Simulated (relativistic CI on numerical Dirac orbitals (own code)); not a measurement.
Relativistic CI calculation for Co³⁺

- system: Co³⁺.
- method: Dirac-Coulomb-Breit CI, KLI orbitals optimised for each configuration, model QED (radiative potential, 1s self-energy scaled to tabulated hydrogen-like ionisation energies), valence Slater integrals scaled by 0.75, one configuration in a parametric crystal field (relativistic CI on numerical Dirac orbitals, in-house)

### Results in brief

```
       quantity                      value
        outcome                  converged
levels computed                        141
       hardware  1 CPU thread, shared host
```

### The input
```
atom Co  Z=27  charge=3  electrons=24
nucleus A=59  rms_radius_fm=3.7875
hamiltonian dirac-coulomb  breit=on  qed=on  c_scale=1
orbitals kli  potential=per-configuration
slater_scale 0.75
correlation none
mixing on
configurations
  [Ar] 3d6
end
crystal_field D3d 10Dq=32500 Dsigma=660 Dtau=490
```

The program writes its results to a structured record and prints no log; tables and figures of this report are taken from that record.

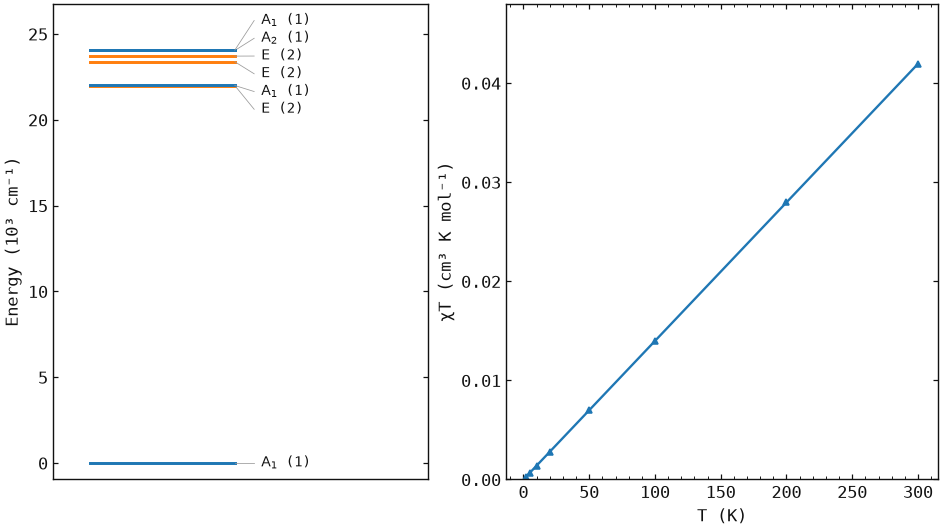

*Co³⁺ (3d⁶) in a field of D3d symmetry with 10Dq = 32,500, Dσ = 660, Dτ = 490 cm⁻¹. Labels give the double-group representation and, in brackets, the degeneracy; the lowest 7 of 141 levels are drawn. One open-shell configuration in a parametric field without covalency; powder susceptibility by Van Vleck's formula.*

The ground level is A₁, a singlet, with total spin S = 0.01 (from expectation values). The next level lies at 22,000 cm⁻¹ (E). The field lowers the ground state by 48,700 cm⁻¹ against the free ion. χT is close to 0 cm³ K mol⁻¹ at 2 K, 0.00699 at 50 K and 0.0419 at 300 K, an effective moment of 0.58 μB at room temperature.
